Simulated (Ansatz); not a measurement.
## Run report: BSiH₅OF₂, geometry relaxation (part 2 of 2)

Continued. System: BSiH₅OF₂. Method: RKS B3LYP/def2-SVP (Ansatz 0.2.0). The run did not end well. It belongs to a series of runs on one base structure; here: end point A relaxed.

Geometry of the input (Å):
```
B  0.1177  0.4930  0.0255
H  0.1003  0.4246  1.2184
F  1.2237  0.8032  -0.6189
F  -0.9998  0.3330  -0.6621
O  0.1719  -2.0311  0.6737
Si -0.7451  -3.2068  -0.1042
H  0.1107  -4.4181  -0.2202
H  -1.9800  -3.5284  0.6739
H  -1.1281  -2.7399  -1.4629
H  -0.2260  -1.4109  1.3238
```

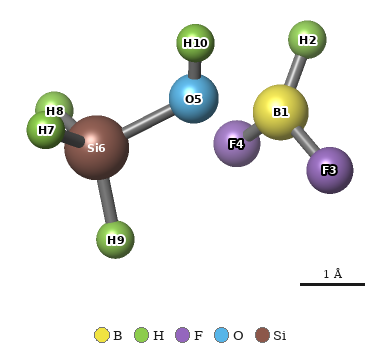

The geometry at step 28 of the log (ball-and-stick view, seen at a tilt; atoms are numbered from 1 in the order of the input).

```
Unfinished report: {"positions_ang":[[-0.16325085437686992,0.04370097557441051,0.21215355944777936],[-0.37900763059623266,0.5674801205716656,1.2814770024729323],[1.0039354901430273,0.3445736980321788,-0.4101439685512948],[-1.2267625550606964,-0.14944042419176165,-0.6260732187078815],[0.1182606393889206,-1.6512713246760613,0.6532405707181917],[-0.7815093862933097,-2.899039338386237,-0.14347784732274246],[-0.1938694077225593,-4.161989216786213,0.37956707251835087],[-2.1877627381813305,-2.7451279598647895,0.28073034820868237],[-0.6040921990458372,-2.8235213568968756,-1.612027471112376],[1.0593586417448881,-1.8067661733763194,0.8314529523283573]],"unchecked":["starts","cluster_reference","orbital_swaps","neighbouring_geometries","increment"],"mean_field":{"relativity":"none","state":{"energy":{"ev":-16112.090601545362,"hartree":-592.1084084395334},"converged":true,"gradient_ev":0.000027054619046764376,"stability":{"kind":"minimum","curvature_ev":57.4706739151839},"curvature_floor_ev":0.00030000000000000003,"spin_squared":7.105427357601002e-15},"others":[],"fillings":{"estimated":0,"unestimated":0,"tried":0,"untried":0,"excluded_magnetic_sites":0},"n_dropped_functions":0,"n_trapped_functions":0,"passes":{"evaluations":4,"products":25},"factors":{"origin":"Cholesky decomposition","count":1031,"bound_ev":0.0005928088151506066},"gradient_stop_ev":0.00009,"reference_kind":"stationary","functional":{"name":"B3LYP","citations":["Stephens, Devlin, Chabalowski & Frisch, J. Phys. Chem. 98, 11623 (1994) doi:10.1021/j100096a001","Becke, Phys. Rev. A 38, 3098 (1988) doi:10.1103/PhysRevA.38.3098","Lee, Yang & Parr, Phys. Rev. B 37, 785 (1988) doi:10.1103/PhysRevB.37.785","Vosko, Wilk & Nusair, Can. J. Phys. 58, 1200 (1980) doi:10.1139/p80-159"],"text":"name \"B3LYP\"\ncite \"Stephens, Devlin, Chabalowski & Frisch, J. Phys. Chem. 98, 11623 (1994) doi:10.1021/j100096a001\"\ncite \"Becke, Phys. Rev. A 38, 3098 (1988) doi:10.1103/PhysRevA.38.3098\"\ncite \"Lee, Yang & Parr, Phys. Rev. B 37, 785 (1988) doi:10.1103/PhysRevB.37.785\"\ncite \"Vosko, Wilk & Nusair, Can. J. Phys. 58, 1200 (1980) doi:10.1139/p80-159\"\nparameter a0 = 0.2\nparameter ax = 0.72\nparameter ac = 0.81\nexchange = (1 - a0 - ax)*slater_x + ax*b88_x + a0*exact_x\ncorrelation = (1 - ac)*vwn_rpa_c + ac*lyp_c\n","parameters":{"a0":{"value":0.2,"default":0.2},"ac":{"value":0.81,"default":0.81},"ax":{"value":0.72,"default":0.72}},"final_grid":{"core_spheres":13.0,"valence_spheres":11.0,"degree":36.0},"final_grid_parameter_source":"default","radial_points_factor":1.0,"radial_grid_error_ev":6.729326096032238e-7,"grid_sensitivity":"normal","grid_sensitivity_ratio":0.0013437628806248659},"unsmoothed_excess_ev":-0.00024646072788948983,"symmetry":{"irreps":["A"],"axes":[[0.9962561285567754,-0.005981156056477747,0.08624356257306517],[0.009192544025416683,0.9992771493275548,-0.036887341543362595],[-0.0859605924095857,0.037542037824603594,0.9955909661846926]],"occupied":[{"A":25},{"A":25}]},"held":{"pivots":1031,"left_out":0,"joined":0},"density_repulsion":{"missed_ev":0.00001717103921253244,"excess_ev":5.42948061418732e-8,"most_excess_ev":0.000135,"are_drawn_again":false,"n_first_factors":1031,"energy_change_ev":0.0,"n_dropped_ends":0}},"factors":{"origin":"Cholesky decomposition","count":1031,"bound_ev":0.0005928088151506066},"n_frozen":0,"n_occupied":[25,25],"n_virtual":[74,74],"reference":{"ev":-16112.090601545362,"hartree":-592.1084084395334},"total":{"ev":-16112.090601545362,"hartree":-592.1084084395334},"forces_ev_per_angstrom":[[-0.011646400877294637,-0.010960328215812106,-0.00026278924277554455],[-0.002580212462086108,0.0031956502206585496,-0.008409020668585555],[-0.004598745392471879,0.00352761813597983,0.007481395962600033],[0.009973388545349408,0.015890834127029095,-0.000024076237731207503],[0.0947557616341257,-0.03554734383057927,0.019005026785352264],[-0.00973288654378955,0.0004883750560401196,0.006434353355427696],[0.002722681455323075,0.001447660411215762,0.0010180341493683444],[-0.00069327101731758,0.003031455727802397,-0.0017689668783863622],[0.0019827653648911213,-0.0020241047232593436,0.0016005253044251168],[-0.08018308070388096,0.020950183093208844,-0.025074482537353424]],"charge_distribution":{"dipole_moment_e_ang":[0.16928599980162526,-0.8397534175285862,0.20341819973106495],"mulliken_charges_e":[0.3208874339572336,-0.17361603369169298,-0.17242749394420187,-0.19195471720837531,-0.38384619572937595,0.6022764316590852,-0.09556574402018203,-0.06778636819374761,-0.06915381026676726,0.23118649743803155],"lowdin_charges_e":[-0.6548947491475063,-0.09190737783128733,0.18001012333557043,0.17815858602273593,0.18752687206569973,0.41584273785414894,-0.08908654982226905,-0.07321089004703185,-0.07828029869897435,0.02584154626891655]},"n_threads":2,"memory_gib":2.556818182580173,"seconds":{"hamiltonian":2.339194007,"orbitals":0.0,"second_order":0.0,"solver_start":0.0,"cycles":0.0,"cycle":0.0,"perturbative":0.0,"full_ci_increment":0.0,"forces":0.0}}
this run last wrote the structure of step 50 to [file]
Error: geometry relaxation did not converge after 50 steps: max|allowed force component| = 9.48e-2 eV/Å (threshold 3.0e-2). Raise `relax.max_steps` over both its present limit and 50, loosen `relax.f_tol`, or start from a geometry closer to equilibrium. Where this run's directory can be resumed (`checkpoint.write`), a resume goes on for up to `relax.max_steps` more
```

**Trajectory as extended XYZ (Å, eV, eV/Å), 10 of the 50 frames kept, from step=1 to step=50**
```
10
Properties=species:S:1:pos:R:3:forces:R:3 step=1 energy=-16111.79788
B     0.1177    0.4930    0.0255    0.0510  -0.1890  -0.1942
H     0.1003    0.4246    1.2184    0.0035   0.3075   0.1677
F     1.2237    0.8032   -0.6189   -0.1458  -0.0134   0.0358
F    -0.9998    0.3330   -0.6621    0.1079   0.0921  -0.0005
O     0.1719   -2.0311    0.6737   -0.2407   0.6004   0.5300
Si   -0.7451   -3.2068   -0.1042    0.0198   0.0083   0.0711
H     0.1107   -4.4181   -0.2202   -0.0280   0.0136  -0.0048
H    -1.9800   -3.5284    0.6739    0.0320   0.0243   0.0001
H    -1.1281   -2.7399   -1.4629   -0.0358  -0.0060  -0.0445
H    -0.2260   -1.4109    1.3238    0.2360  -0.8380  -0.5607
10
Properties=species:S:1:pos:R:3:forces:R:3 step=6 energy=-16111.92182
B     0.1087    0.3871    0.0141    0.2901  -0.1329   0.1995
H     0.0558    0.6729    1.1957    0.1043   0.0154  -0.3414
F     1.2569    0.4157   -0.6564   -0.3708   0.0185   0.2263
F    -1.0146    0.2715   -0.6785   -0.0276   0.0672  -0.1038
O     0.0920   -1.8684    0.6698   -0.4514   0.5459   1.0893
Si   -0.7168   -3.1125   -0.1380   -0.1029  -0.1839  -0.1300
H     0.2132   -4.2606   -0.3261   -0.0239   0.0327   0.0209
H    -1.8935   -3.5438    0.6779    0.0606   0.0238  -0.0128
H    -1.1785   -2.6235   -1.4651    0.0406   0.0074   0.0426
H    -0.2779   -1.6199    1.5535    0.4811  -0.3942  -0.9905
10
Properties=species:S:1:pos:R:3:forces:R:3 step=12 energy=-16112.02762
B     0.0349    0.1578    0.0648    0.0227   0.0187   0.0547
H     0.1330    0.6545    1.1679    0.0206  -0.0176  -0.0605
F     1.1246    0.0759   -0.7151    0.0036   0.0170   0.0105
F    -1.1370    0.2679   -0.5886   -0.0361  -0.0146  -0.0062
O    -0.0916   -1.6462    0.6494    0.0266   0.0479   0.4301
Si   -0.7201   -3.0001   -0.1721   -0.0812  -0.2235  -0.2087
H     0.2953   -4.0906   -0.1727   -0.0287   0.0449   0.0114
H    -1.9437   -3.4637    0.5399    0.0161   0.0226  -0.0130
H    -1.0182   -2.5348   -1.5440    0.0112  -0.0075   0.0145
H    -0.0320   -1.7019    1.6175    0.0452   0.1121  -0.2328
10
Properties=species:S:1:pos:R:3:forces:R:3 step=17 energy=-16112.04271
B    -0.0308    0.0928    0.0944    0.0058   0.0352  -0.0150
H     0.2046    0.6337    1.1568   -0.0143  -0.0069  -0.0348
F     0.9536    0.0515   -0.8300   -0.0547  -0.0054   0.0492
F    -1.2834    0.1921   -0.4167    0.0516  -0.0167   0.0266
O    -0.0616   -1.6305    0.6742    0.0504  -0.0137   0.0487
Si   -0.7133   -2.9660   -0.1896   -0.0280  -0.0515  -0.0245
H     0.2027   -4.1234    0.0207   -0.0466   0.0578   0.0024
H    -2.0684   -3.2887    0.3379    0.0665   0.0273  -0.0209
H    -0.7496   -2.5388   -1.6067    0.0094  -0.0166   0.0734
H     0.1915   -1.7041    1.6060   -0.0401  -0.0096  -0.1050
10
Properties=species:S:1:pos:R:3:forces:R:3 step=23 energy=-16112.05900
B    -0.0762    0.0844    0.1109    0.0314  -0.0088   0.0279
H     0.0653    0.5883    1.2050    0.0013  -0.0096   0.0006
F     0.8903    0.2663   -0.8066   -0.0319  -0.0168   0.0177
F    -1.3351   -0.0079   -0.3926    0.0214  -0.0312  -0.0062
O     0.1798   -1.6818    0.5827   -0.0512   0.0538  -0.0502
Si   -0.7047   -2.9399   -0.1942   -0.0016  -0.0383   0.0056
H    -0.0133   -4.2150    0.1460   -0.0133   0.0431   0.0065
H    -2.1042   -2.9812    0.3058    0.0398   0.0190  -0.0140
H    -0.6199   -2.6466   -1.6400   -0.0052  -0.0018   0.0175
H     0.3632   -1.7480    1.5299    0.0091  -0.0093  -0.0053
10
Properties=species:S:1:pos:R:3:forces:R:3 step=28 energy=-16112.06611
B    -0.0916    0.0465    0.1388   -0.0133   0.0334  -0.0091
H    -0.0266    0.5435    1.2467   -0.0057  -0.0274  -0.0162
F     0.8965    0.3355   -0.7338   -0.0099  -0.0125   0.0145
F    -1.3282   -0.0789   -0.4308    0.0181  -0.0049  -0.0024
O     0.2039   -1.6609    0.5287    0.0344   0.0206   0.0585
Si   -0.7256   -2.9224   -0.2003   -0.0114   0.0343  -0.0062
H    -0.0670   -4.1819    0.2381   -0.0074  -0.0027  -0.0076
H    -2.1255   -2.8785    0.2839   -0.0056  -0.0145   0.0105
H    -0.6187   -2.7191   -1.6592    0.0079  -0.0143   0.0048
H     0.5280   -1.7653    1.4347   -0.0071  -0.0119  -0.0467
10
Properties=species:S:1:pos:R:3:forces:R:3 step=34 energy=-16112.07148
B    -0.1102    0.0450    0.1522    0.0043   0.0133  -0.0346
H    -0.2232    0.4890    1.2779    0.0003  -0.0047  -0.0330
F     0.9576    0.4486   -0.5709   -0.0633  -0.0226   0.0408
F    -1.2563   -0.1400   -0.5784    0.0663   0.0050   0.0389
O     0.2396   -1.6550    0.4784    0.0189  -0.0002   0.0517
Si   -0.7569   -2.9037   -0.1845    0.0083  -0.0048   0.0086
H    -0.1240   -4.1619    0.2961   -0.0019   0.0001   0.0003
H    -2.1373   -2.7937    0.3424    0.0068   0.0046  -0.0067
H    -0.6877   -2.7957   -1.6560   -0.0026   0.0013   0.0055
H     0.7436   -1.8140    1.2898   -0.0370   0.0080  -0.0715
10
Properties=species:S:1:pos:R:3:forces:R:3 step=39 energy=-16112.07269
B    -0.1211    0.0512    0.1652   -0.0160   0.0170  -0.0116
H    -0.2855    0.4822    1.2879    0.0038  -0.0033  -0.0053
F     0.9703    0.4763   -0.5073   -0.0114  -0.0158   0.0092
F    -1.2340   -0.1399   -0.6116    0.0217  -0.0038   0.0112
O     0.2289   -1.6496    0.4719    0.0564  -0.0312   0.0725
Si   -0.7670   -2.9039   -0.1775   -0.0072   0.0031  -0.0101
H    -0.1459   -4.1550    0.3369    0.0012   0.0058  -0.0013
H    -2.1482   -2.7645    0.3369   -0.0011  -0.0009   0.0002
H    -0.6950   -2.8403   -1.6522    0.0020   0.0006   0.0049
H     0.8428   -1.8380    1.1967   -0.0495   0.0286  -0.0696
10
Properties=species:S:1:pos:R:3:forces:R:3 step=45 energy=-16112.08053
B    -0.1415    0.0563    0.1879   -0.0153  -0.0029   0.0112
H    -0.3005    0.5592    1.2783   -0.0031   0.0054   0.0016
F     0.9807    0.3870   -0.4910    0.0156  -0.0118  -0.0039
F    -1.2486   -0.1353   -0.5938   -0.0037   0.0000  -0.0067
O     0.1355   -1.6421    0.5890    0.1216  -0.0538   0.1029
Si   -0.7771   -2.9017   -0.1656   -0.0073   0.0151   0.0011
H    -0.1532   -4.1499    0.3514   -0.0012  -0.0022   0.0033
H    -2.1812   -2.7849    0.2842    0.0087  -0.0007  -0.0074
H    -0.6363   -2.8222   -1.6363    0.0012   0.0005  -0.0042
H     0.9676   -1.8478    1.0430   -0.1164   0.0502  -0.0980
10
Properties=species:S:1:pos:R:3:forces:R:3 step=50 energy=-16112.09036
B    -0.1633    0.0437    0.2122   -0.0116  -0.0110  -0.0003
H    -0.3790    0.5675    1.2815   -0.0026   0.0032  -0.0084
F     1.0039    0.3446   -0.4101   -0.0046   0.0035   0.0075
F    -1.2268   -0.1494   -0.6261    0.0100   0.0159   0.0000
O     0.1183   -1.6513    0.6532    0.0948  -0.0355   0.0190
Si   -0.7815   -2.8990   -0.1435   -0.0097   0.0005   0.0064
H    -0.1939   -4.1620    0.3796    0.0027   0.0014   0.0010
H    -2.1878   -2.7451    0.2807   -0.0007   0.0030  -0.0018
H    -0.6041   -2.8235   -1.6120    0.0020  -0.0020   0.0016
H     1.0594   -1.8068    0.8315   -0.0802   0.0209  -0.0251
```

**What the run reported**

| quantity | value |
| --- | --- |
| outcome | not converged |
| hardware | 2 threads of Arm Neoverse V1, 24 GiB of memory available, shared host |
| wall time | 2.1 min (CPU time 4.1 min) |
| peak memory | 0.2 GiB |

The run did not converge: “geometry relaxation did not converge after 50 steps: max|allowed force component| = 9.48e-2 eV/Å (threshold 3.0e-2). Raise `relax.max_steps` over both its present limit and 50, loosen `relax.f_tol`, or start from a geometry closer to equilibrium …” Its last values are not results.
